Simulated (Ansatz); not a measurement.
# CH₅NS (SMILES NCS): what the fields show

The calculation's input:

```
basis:
  gaussian: {orbitals: def2-TZVPD}
crystal:
  periodic: [false, false, false]
  atoms:
    - {symbol: C, position_ang: [-1.181423, -0.243672, 0.301196]}
    - {symbol: "N", position_ang: [-1.458297, -0.543267, -1.091352]}
    - {symbol: S, position_ang: [-1.014086, -1.761656, 1.297748]}
    - {symbol: H, position_ang: [-2.334482, -1.043168, -1.186667]}
    - {symbol: H, position_ang: [-1.511498, 0.307500, -1.641185]}
    - {symbol: H, position_ang: [-1.961902, 0.321431, 0.826924]}
    - {symbol: H, position_ang: [-0.258539, 0.332634, 0.359769]}
    - {symbol: H, position_ang: [-0.024482, -2.302753, 0.566589]}
output: {forces: true, orbitals: {seedname: orbitals}}
hamiltonian: {xc: pbe0}
```

Run with:

```sh
ansatz run input.yaml --threads 2 --pin off --max-ram 4350MiB --events-out events.jsonl --progress --plain --runs-dir runs
```

Geometry: B3LYP-D4/def2-TZVP.

Method: Ansatz 0.2.0, isolated molecule in a Gaussian basis; Kohn-Sham density functional theory, functional PBE0.

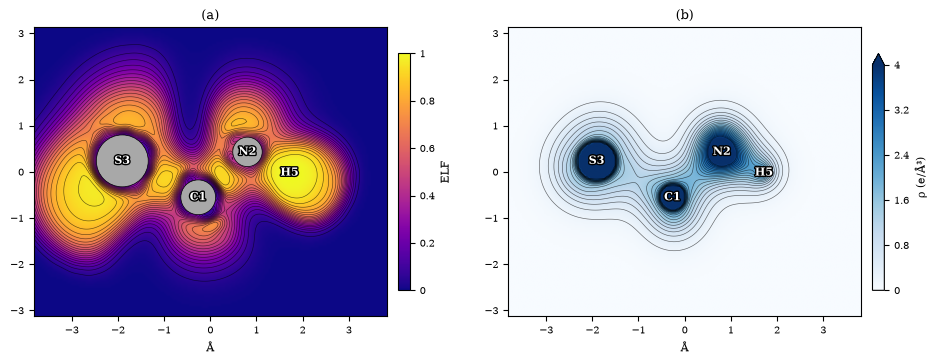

Figure 1. (a) ELF; (b) total electron density on the plane of atoms N2, C1 and S3. Grey discs cover the atomic cores in the ELF map.

Describe what can be read from this map.

Answer.
- The plane passes through C, N, S and H nuclei.
- C–N (1.45 Å): ρ is about 1.9 e/Å³ halfway; the ELF peaks at about 0.90 between the atoms (a covalent bond).
- C–S (1.82 Å): ρ is about 1.2 e/Å³ halfway; the ELF peaks at about 0.90 between the atoms: a shared electron pair.
- N–H (1.01 Å): ρ is about 2.9 e/Å³ halfway; the ELF climbs to about 1 towards the hydrogen, as it does in any bond to H (a covalent bond by its length).
- The ELF also peaks beside S3, away from the bonds: lone-pair regions.

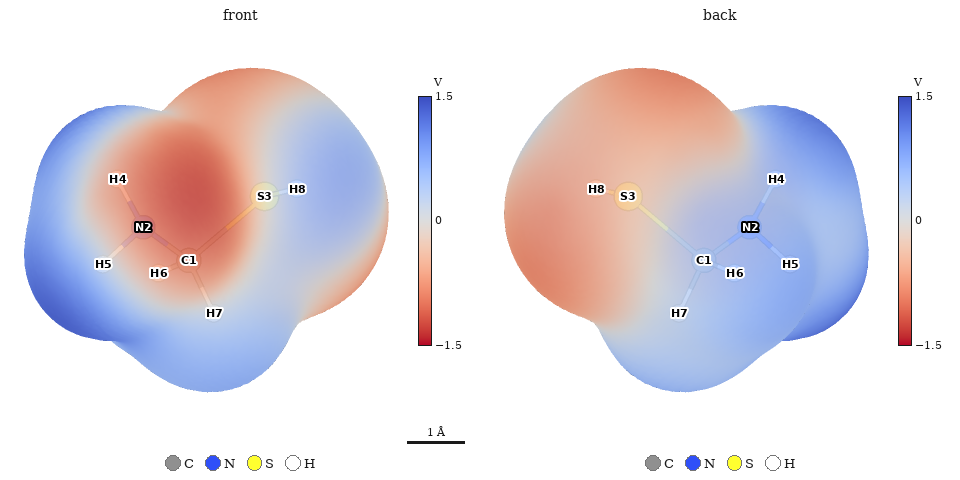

Figure 2. The electrostatic potential painted on the density surface at 0.001 e/bohr³, seen from the front and from behind; red is negative and blue positive.

Describe the electrostatic potential map.

Answer. The most negative region (about −1.2 V) lies over N2, the most positive (about +1.3 V) over H5. N2 is the likeliest acceptor of a hydrogen bond.

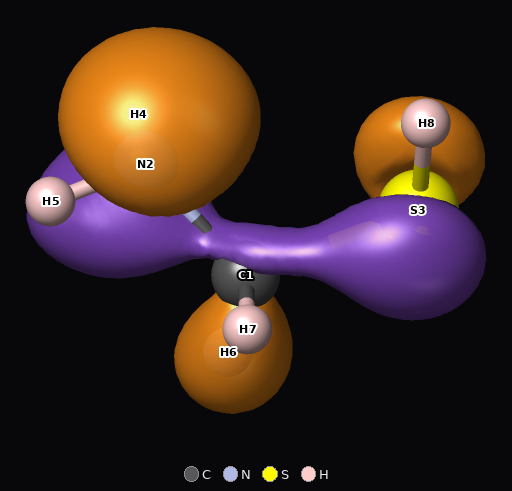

Figure 3. The HOMO−1 at ±0.15 Å⁻³ᐟ² (orange and purple are the two phases), seen across its widest extent.

Describe this orbital and give its energy.

Answer. Its weight (Hirshfeld) is mainly on N2 (about 55 %), S3 (about 20 %) and C1 (about 10 %). Its energy is −7.42 eV.
